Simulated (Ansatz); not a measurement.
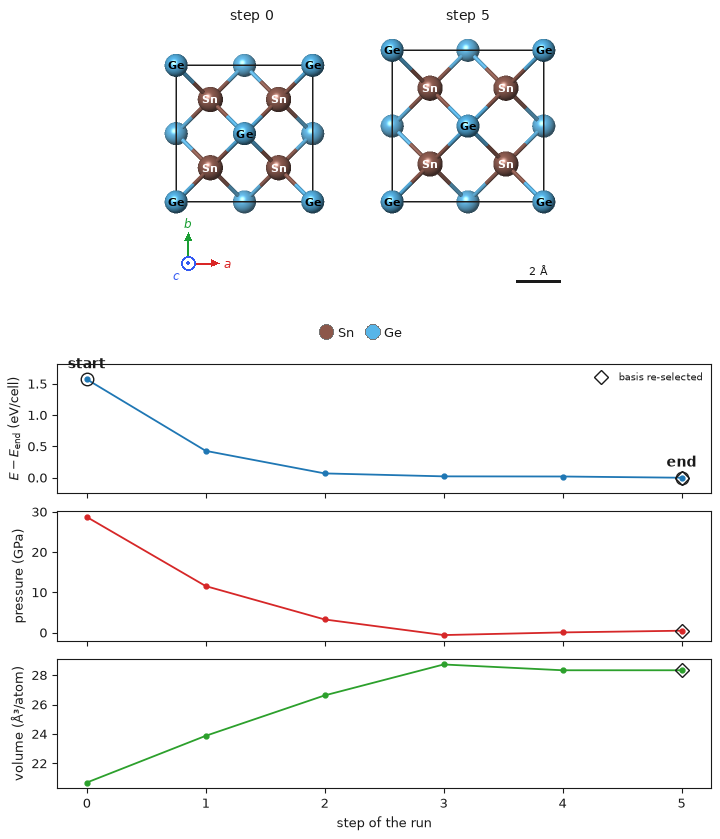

First and last geometry of a relaxation of a crystal of Sn2Ge (a generated structure, set up in Fm-3m) (coarse preliminary run), with the history of the run. A ball-and-stick model of the conventional cell (4 times the calculation's cell), seen along the c axis. Lengths and directions refer to the drawn axes.

Method: Ansatz, DFT PBE, scalar-relativistic, plane waves, PAW. (plane-wave cutoff 420 eV; k-point mesh 6 × 6 × 6; occupations gaussian; smearing width 0.1 eV; no spin polarisation; cell and atoms relaxed; force threshold 0.05 eV/Å; at most 80 steps)

Question: Did the run converge, and what did it change?

Answer: It converged. Over 4 accepted moves (5 points after the start) the energy falls by 1.572 eV per cell of the calculation. All forces vanish by symmetry, so only the cell relaxes. The pressure goes from 28.72 to 0.49 GPa. The SCF was repeated once at an unchanged geometry on a basis and grid sized afresh for the cell, which shifted the energy by 19.6 meV per cell of the calculation at most. No atom moves by more than 0.005 Å relative to the cell. The drawn cell changes as follows: a = b = c 6.286 → 6.979 Å (+11.0 %); the volume changes by +36.9 %. Some distances before and after: Ge–Sn 2.722 → 3.022 Å. The space group stays Fm-3m (No. 225).
